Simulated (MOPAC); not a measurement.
**Geometry relaxation, with input and output: Ga2H4Cl2 (part 1 of 2)**

The run: geometry relaxation of Ga2H4Cl2, SMILES [Cl+]1[GaH2-][Cl+][GaH2-]1. Method and program: PM6-DH+, closed shell, dispersion DH+ (MOPAC 23.2.5).

The atoms were displaced at random from an optimised geometry.

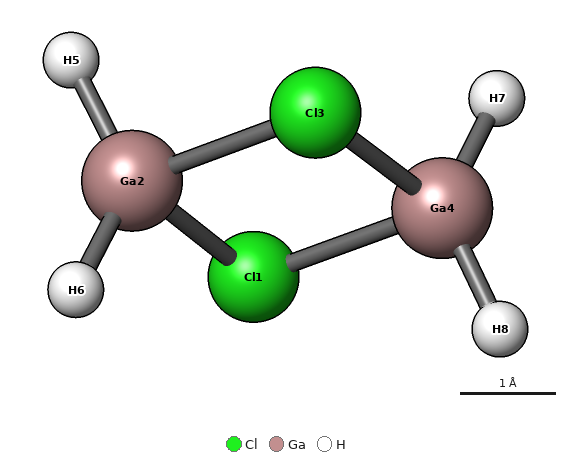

Fig. 1: The input geometry (ball-and-stick view, seen at a tilt; atoms are numbered from 1 in the order of the input). Sticks mark near contacts.

Key numbers

| quantity | value |
| --- | --- |
| outcome | converged |
| total energy | −25.235454 hartree |
| dispersion energy | −0.000470 hartree |
| heat of formation | −99.18 kcal/mol |
| basis functions | 30 |
| largest force | 0.000 eV/Å |
| HOMO | −11.00 eV |
| LUMO | −1.31 eV |
| dipole moment | 0.00 D |
| hardware | 1 thread of Intel Xeon (Granite Rapids), 192 GiB of memory available, shared host |
| peak memory | 0.09 GiB |

Remarks

MOPAC's energies along a path are heats of formation.

The input (cl2ga2h4.mop)
```
PM6-DH+ CYCLES=300 MULLIK EF DISP GNORM=0.01 PRECISE AUX(PRECISION=6) T=10M THREADS=1
Cl2Ga2H4 optimise

Cl -1.542393 1 0.281511 1 -0.609357 1
Ga 0.146976 1 1.613196 1 0.343020 1
Cl 1.533533 1 -0.247077 1 0.621442 1
Ga -0.136711 1 -1.633913 1 -0.329036 1
H 0.746830 1 2.447660 1 -0.836744 1
H -0.352600 1 2.009121 1 1.743377 1
H 0.355148 1 -2.009946 1 -1.749380 1
H -0.746111 1 -2.434407 1 0.852743 1
```

Run as:
```bash
mopac cl2ga2h4.mop
```

Log
```
MOPAC v23.2.5
PM6-DH+ CALCULATION RESULTS

 *  PM6-DH+    - CORRECT DISPERSION AND HYDROGEN BOND TERMS USING PM6-DH+
 *  PRECISE    - TIGHTER CRITERIA TO BE USED
 *  EF         - USE EF ROUTINE FOR MINIMUM SEARCH
 *  THREADS=1  - MULTI-THREADING NOT USED
 *  CYCLES=    - DO A MAXIMUM OF 300 STEPS
 *  GNORM      - EXIT WHEN GRADIENT NORM DROPS BELOW 0.010
 *  AUX        - OUTPUT AUXILIARY INFORMATION
 *  DISP       - PRINT DISPERSION AND HYDROGEN BOND ENERGIES
 *  MULLIK     - THE MULLIKEN ANALYSIS TO BE PERFORMED
PM6-DH+ CYCLES=300 MULLIK EF DISP GNORM=0.01 PRECISE AUX(PRECISION=6) T=10M THREADS=1
 Cl2Ga2H4 optimise

   ATOM   CHEMICAL          X               Y               Z
  NUMBER   SYMBOL      (ANGSTROMS)     (ANGSTROMS)     (ANGSTROMS)

     1      Cl         -1.54239300  *   0.28151100  *  -0.60935700  *
     2      Ga          0.14697600  *   1.61319600  *   0.34302000  *
     3      Cl          1.53353300  *  -0.24707700  *   0.62144200  *
     4      Ga         -0.13671100  *  -1.63391300  *  -0.32903600  *
     5       H          0.74683000  *   2.44766000  *  -0.83674400  *
     6       H         -0.35260000  *   2.00912100  *   1.74337700  *
     7       H          0.35514800  *  -2.00994600  *  -1.74938000  *
     8       H         -0.74611100  *  -2.43440700  *   0.85274300  *

          CARTESIAN COORDINATES

    NO.       ATOM           X           Y           Z

     1        Cl         -1.5424      0.2815     -0.6094
     2        Ga          0.1470      1.6132      0.3430
     3        Cl          1.5335     -0.2471      0.6214
     4        Ga         -0.1367     -1.6339     -0.3290
     5         H          0.7468      2.4477     -0.8367
     6         H         -0.3526      2.0091      1.7434
     7         H          0.3551     -2.0099     -1.7494
     8         H         -0.7461     -2.4344      0.8527

 "Third-Generation Hydrogen-Bonding Corrections for Semiempirical QM Methods and Force Fields"

           Empirical Formula: H4 Cl2 Ga2  =     8 atoms

      MOLECULAR POINT GROUP   :   D2h

      RHF CALCULATION, NO. OF DOUBLY OCCUPIED LEVELS = 12

          Geometry optimization using EF

          *********************************************
          *                                           *
          *                 WARNING                   *
          *                                           *
          *********************************************

          Dispersion parameters missing for Gallium

          *********************************************
          *                                           *
          *              END OF WARNING               *
          *                                           *
          *********************************************

          DIAGONAL MATRIX USED AS START HESSIAN
```

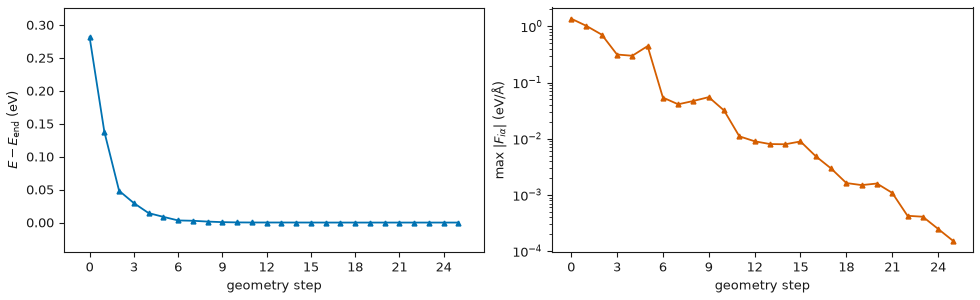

Fig. 2: Progress of the relaxation, step by step (steps are counted from 0).

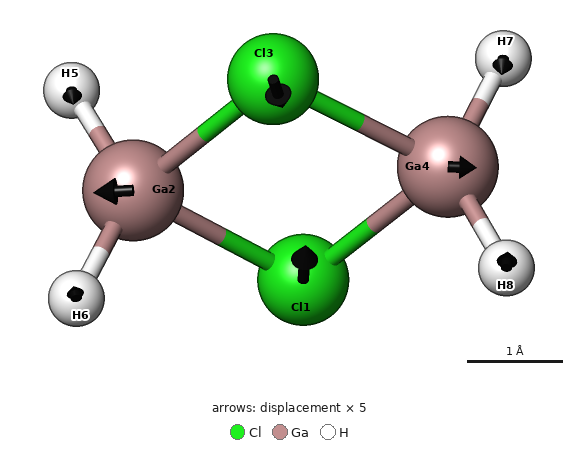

Fig. 3: The starting structure with the displacements as black arrows, magnified 5 times (ball-and-stick view, seen at a tilt). The two geometries are laid on each other by the best rigid fit. The energy falls by 0.281 eV in 25 geometry steps. Largest force component: 1.4 eV/Å at the start, 0.00015 eV/Å at the end. Cl1 moves most after the best rigid fit: 0.12 Å. Largest moves by element: Cl 0.12 Å, Ga 0.09 Å, H 0.05 Å. Among the contacts that change: Ga2–H5 1.565 → 1.484 Å, Ga4–H7 1.549 → 1.484 Å, Ga2–H6 1.539 → 1.484 Å, Cl1–Ga4 2.392 → 2.340 Å. Among the angles that change: Cl1–Ga2–Cl3 91.4° → 84.1°, Ga2–Cl1–Ga4 89.1° → 95.9°, Ga2–Cl3–Ga4 90.0° → 95.9°. (Atoms are counted from 1 in the order of the input.)

```
 CYCLE:     1 TIME:   0.004 TIME LEFT: 10.00M  GRAD.:    75.479 HEAT: -92.69051
 CYCLE:     2 TIME:   0.004 TIME LEFT: 10.00M  GRAD.:    58.892 HEAT: -96.00497
 CYCLE:     3 TIME:   0.000 TIME LEFT: 10.00M  GRAD.:    27.632 HEAT: -98.06921
 CYCLE:     4 TIME:   0.004 TIME LEFT: 10.00M  GRAD.:    16.804 HEAT: -98.50025
 CYCLE:     5 TIME:   0.004 TIME LEFT: 10.00M  GRAD.:    14.074 HEAT: -98.85020
 CYCLE:     6 TIME:   0.000 TIME LEFT: 10.00M  GRAD.:    15.120 HEAT: -98.98221
 CYCLE:     7 TIME:   0.004 TIME LEFT: 10.00M  GRAD.:     2.450 HEAT: -99.10759
 CYCLE:     8 TIME:   0.004 TIME LEFT: 10.00M  GRAD.:     2.079 HEAT: -99.11895
 CYCLE:     9 TIME:   0.000 TIME LEFT: 10.00M  GRAD.:     2.644 HEAT: -99.14765
 CYCLE:    10 TIME:   0.004 TIME LEFT: 10.00M  GRAD.:     2.593 HEAT: -99.16714
 CYCLE:    11 TIME:   0.004 TIME LEFT: 10.00M  GRAD.:     1.684 HEAT: -99.17691
 CYCLE:    12 TIME:   0.000 TIME LEFT: 10.00M  GRAD.:     0.700 HEAT: -99.17946
 CYCLE:    13 TIME:   0.004 TIME LEFT: 10.00M  GRAD.:     0.404 HEAT: -99.17995
 CYCLE:    14 TIME:   0.000 TIME LEFT: 10.00M  GRAD.:     0.382 HEAT: -99.18012
 CYCLE:    15 TIME:   0.004 TIME LEFT: 10.00M  GRAD.:     0.515 HEAT: -99.18059
 CYCLE:    16 TIME:   0.000 TIME LEFT: 10.00M  GRAD.:     0.498 HEAT: -99.18097
 CYCLE:    17 TIME:   0.004 TIME LEFT: 10.00M  GRAD.:     0.269 HEAT: -99.18171
 CYCLE:    18 TIME:   0.004 TIME LEFT: 10.00M  GRAD.:     0.154 HEAT: -99.18185
 CYCLE:    19 TIME:   0.000 TIME LEFT: 10.00M  GRAD.:     0.087 HEAT: -99.18190
 CYCLE:    20 TIME:   0.004 TIME LEFT: 10.00M  GRAD.:     0.077 HEAT: -99.18191
 CYCLE:    21 TIME:   0.000 TIME LEFT: 10.00M  GRAD.:     0.056 HEAT: -99.18194
 CYCLE:    22 TIME:   0.004 TIME LEFT: 10.00M  GRAD.:     0.040 HEAT: -99.18194
 CYCLE:    23 TIME:   0.000 TIME LEFT: 10.00M  GRAD.:     0.028 HEAT: -99.18195
 CYCLE:    24 TIME:   0.004 TIME LEFT: 10.00M  GRAD.:     0.024 HEAT: -99.18195
 CYCLE:    25 TIME:   0.000 TIME LEFT: 10.00M  GRAD.:     0.011 HEAT: -99.18195
 CYCLE:    26 TIME:   0.004 TIME LEFT: 10.00M  GRAD.:     0.007 HEAT: -99.18195

     GRADIENT =  0.00655 IS LESS THAN CUTOFF =  0.01000

 -------------------------------------------------------------------------------
 PM6-DH+ CYCLES=300 MULLIK EF DISP GNORM=0.01 PRECISE AUX(PRECISION=6) T=10M THREADS=1
 Cl2Ga2H4 optimise

     GEOMETRY OPTIMISED USING EIGENVECTOR FOLLOWING (EF).
     SCF FIELD WAS ACHIEVED

                              PM6-DH+ CALCULATION

          FINAL HEAT OF FORMATION =        -99.18195 KCAL/MOL =    -414.97729 KJ/MOL

          TOTAL ENERGY            =     -15835.48632 KCAL/MOL = ELECTRONIC ENERGY + CORE-CORE REPULSION
          ENERGY OF ATOMS         =      15736.59906 KCAL/MOL
                              SUM =        -98.88726 KCAL/MOL
          DISPERSION ENERGY       =         -0.29469 KCAL/MOL
                              SUM =        -99.18195 KCAL/MOL = FINAL HEAT OF FORMATION

          TOTAL ENERGY            =       -686.69168 EV
          ELECTRONIC ENERGY       =      -1798.44915 EV
          CORE-CORE REPULSION     =       1111.75747 EV
          COSMO AREA              =        136.79 SQUARE ANGSTROMS
          COSMO VOLUME            =        129.46 CUBIC ANGSTROMS

          GRADIENT NORM           =          0.00655          =       0.00231 PER ATOM
          IONIZATION POTENTIAL    =         11.002157 EV
          HOMO LUMO ENERGIES (EV) =        -11.002 -1.311
          NO. OF FILLED LEVELS    =         12
          MOLECULAR WEIGHT        =        214.4076         POINT GROUP:  D2h

          MOLECULAR DIMENSIONS (Angstroms)

            Atom       Atom       Distance
            H     8    H     5     5.33045
            H     7    H     6     4.72615
           Cl     1   Cl     3     3.13527

          SCF CALCULATIONS        =         28

          WALL-CLOCK TIME         =      0.062 SECONDS
          COMPUTATION TIME        =      0.063 SECONDS

   ATOM   CHEMICAL          X               Y               Z
  NUMBER   SYMBOL      (ANGSTROMS)     (ANGSTROMS)     (ANGSTROMS)

     1      Cl         -1.43641057  *   0.24650551  *  -0.56916532  *
     2      Ga          0.15062499  *   1.69704337  *   0.35505842  *
     3      Cl          1.43898302  *  -0.24363257  *   0.58053162  *
     4      Ga         -0.14857085  *  -1.69437395  *  -0.34247455  *
     5       H          0.73501966  *   2.43658852  *  -0.79117274  *
     6       H         -0.34066665  *   2.01409940  *   1.71902561  *
     7       H          0.34245259  *  -2.01260188  *  -1.70626584  *
     8       H         -0.73304527  *  -2.43300102  *   0.80431772  *

                             CARTESIAN COORDINATES

   1   Cl       -1.436410573     0.246505506    -0.569165323
   2   Ga        0.150624995     1.697043368     0.355058419
   3   Cl        1.438983020    -0.243632567     0.580531622
   4   Ga       -0.148570855    -1.694373945    -0.342474550
   5    H        0.735019660     2.436588517    -0.791172740
   6    H       -0.340666651     2.014099397     1.719025607
   7    H        0.342452590    -2.012601879    -1.706265841
   8    H       -0.733045273    -2.433001016     0.804317722

           Empirical Formula: H4 Cl2 Ga2  =     8 atoms

      MOLECULAR POINT GROUP   :   D2h

                  EIGENVALUES
 -26.43274 -25.99904 -19.62969 -19.18336 -14.55729 -14.04553 -13.76515 -13.36682
 -12.38103 -11.72934 -11.70246 -11.00216  -1.31149  -0.50900  -0.14680   0.59469
   3.18959   3.20371   4.60769   4.61962  86.79349  86.85845  86.93635  87.47355
  87.53740  87.77644  87.79175  88.06351  88.16892  88.35092

              NET ATOMIC CHARGES AND DIPOLE CONTRIBUTIONS

  ATOM NO.   TYPE          CHARGE      No. of ELECS.   s-Pop       p-Pop       d-Pop
    1         Cl          -0.067040        7.0670     1.98957     5.07324     0.00423
    2         Ga          -0.290871        3.2909     1.31915     1.97172
    3         Cl          -0.067038        7.0670     1.98957     5.07324     0.00423
    4         Ga          -0.290884        3.2909     1.31915     1.97174
    5          H           0.178960        0.8210     0.82104
    6          H           0.178958        0.8210     0.82104
    7          H           0.178958        0.8210     0.82104
    8          H           0.178957        0.8210     0.82104
 DIPOLE           X         Y         Z       TOTAL
 POINT-CHG.    -0.000    -0.000     0.001     0.001
 HYBRID         0.000     0.000    -0.001     0.001
 SUM           -0.000    -0.000     0.001     0.001

          ATOMIC ORBITAL ELECTRON POPULATIONS

     Atom    s        px        py        pz      x^2-y^2     xz        z^2       yz        xy
    1 Cl   1.98957   1.62167   1.53684   1.91473   0.00070   0.00064   0.00058   0.00067   0.00163
    2 Ga   1.31915   0.45876   0.57837   0.93459
    3 Cl   1.98957   1.62139   1.53686   1.91499   0.00070   0.00064   0.00058   0.00067   0.00164
    4 Ga   1.31915   0.45874   0.57828   0.93472
    5  H   0.82104
    6  H   0.82104
    7  H   0.82104
    8  H   0.82104

           MULLIKEN POPULATION ANALYSIS

        MULLIKEN POPULATIONS AND CHARGES

      NO.  ATOM   POPULATION      CHARGE
        1   Cl     6.987994      0.012006
        2   Ga     3.486964     -0.486964
        3   Cl     6.987992      0.012008
        4   Ga     3.486975     -0.486975
        5    H     0.762517      0.237483
        6    H     0.762519      0.237481
        7    H     0.762519      0.237481
        8    H     0.762520      0.237480

          Chemical-Potential Equalization

          Energy                    =                  NaN   kcal/mol
          Pot(1)                    =                  NaN   eV
          Dipole correction(1)      =                  NaN   au

 *                    *
 * JOB ENDED NORMALLY *
 *                    *

 TOTAL JOB TIME:             0.07 SECONDS

 == MOPAC DONE ==
```

Trajectory as extended XYZ (Å, eV, eV/Å), 26 frames, from step=0 to step=25
```
8
Properties=species:S:1:pos:R:3:forces:R:3 step=0 energy=-4.01944
Cl   -1.5424    0.2815   -0.6094    0.8440  -0.3781   0.3003
Ga    0.1470    1.6132    0.3430    0.1230   1.3739  -0.1493
Cl    1.5335   -0.2471    0.6214   -0.6434  -0.0901  -0.3015
Ga   -0.1367   -1.6339   -0.3290   -0.2287  -0.8150  -0.1751
H     0.7468    2.4477   -0.8367   -0.5480  -0.8756   1.0675
H    -0.3526    2.0091    1.7434    0.3272  -0.3713  -0.9403
H     0.3551   -2.0099   -1.7494   -0.3692   0.4078   1.1287
H    -0.7461   -2.4344    0.8527    0.4949   0.7483  -0.9303
8
Properties=species:S:1:pos:R:3:forces:R:3 step=1 energy=-4.16317
Cl   -1.5230    0.2660   -0.5891    0.8308  -0.2265   0.2557
Ga    0.1497    1.6656    0.3429   -0.1529  -0.8443  -0.0183
Cl    1.5182   -0.2546    0.6124   -0.7753   0.0850  -0.3038
Ga   -0.1421   -1.6693   -0.3408   -0.1658   0.8304   0.6441
H     0.7355    2.4118   -0.7424    0.3876   0.3963  -0.8037
H    -0.3459    1.9936    1.6635   -0.2835   0.0910   0.7766
H     0.3475   -1.9936   -1.6514    0.3743  -0.1405  -1.0192
H    -0.7359   -2.4043    0.7722   -0.2152  -0.1913   0.4686
8
Properties=species:S:1:pos:R:3:forces:R:3 step=2 energy=-4.25268
Cl   -1.5057    0.2590   -0.5949    0.5366  -0.0942   0.1957
Ga    0.1477    1.6497    0.3458   -0.0504   0.0731   0.0078
Cl    1.5040   -0.2542    0.5998   -0.4304   0.0738  -0.1474
Ga   -0.1427   -1.6491   -0.3257    0.2035   0.0312  -0.7132
H     0.7400    2.4177   -0.7751    0.0147  -0.0435  -0.0793
H    -0.3498    1.9931    1.7000   -0.0164  -0.0662   0.0463
H     0.3529   -1.9942   -1.7039   -0.1185   0.1576   0.3581
H    -0.7379   -2.4051    0.7810   -0.1390  -0.1318   0.3320
8
Properties=species:S:1:pos:R:3:forces:R:3 step=3 energy=-4.27137
Cl   -1.4926    0.2550   -0.5835    0.3156  -0.0541   0.0941
Ga    0.1474    1.6496    0.3419   -0.0181   0.2647   0.1631
Cl    1.4918   -0.2530    0.6022   -0.3025   0.0525  -0.1147
Ga   -0.1426   -1.6468   -0.3356   -0.1290  -0.2862   0.1744
H     0.7416    2.4167   -0.7848   -0.0272  -0.0799   0.0063
H    -0.3509    1.9922    1.7061    0.0504  -0.0814  -0.1327
H     0.3516   -1.9910   -1.6896    0.0195   0.0403  -0.0565
H    -0.7414   -2.4086    0.8027    0.0913   0.1441  -0.1341
8
Properties=species:S:1:pos:R:3:forces:R:3 step=4 energy=-4.28655
Cl   -1.4704    0.2490   -0.5790    0.1159   0.0241   0.0329
Ga    0.1476    1.6621    0.3495    0.1452   0.2058  -0.3001
Cl    1.4724   -0.2503    0.5903   -0.1057   0.0452  -0.0207
Ga   -0.1449   -1.6570   -0.3358   -0.0965  -0.2490   0.1208
H     0.7428    2.4116   -0.7951   -0.0671  -0.0895   0.1098
H    -0.3508    1.9871    1.6970   -0.0713   0.0421   0.2251
H     0.3514   -1.9858   -1.6889    0.0387  -0.0204  -0.1214
H    -0.7424   -2.4041    0.8039    0.0408   0.0418  -0.0463
```
